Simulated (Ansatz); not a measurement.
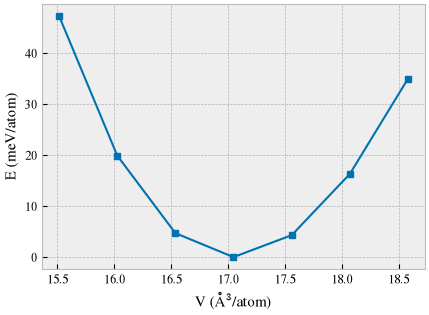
Figure. ScAl3 (Cu3Au type, space group No. 221) under volume change, r²SCAN (plane waves, PAW; program Ansatz), scaled uniformly.

Question: What does a third-order Birch–Murnaghan fit give for V₀, B₀ and B′?

Answer: V₀ = 17.05 Å³/atom, B₀ = 93.7 GPa, B′ = 4.0.

Space group Pm-3m (Cu3Au type). The cell was relaxed with r²SCAN under the symmetry of its start; of distortions, only those at the zone centre were tested. No spin polarisation was allowed.

Potentials: the later of the program's two PAW sets.
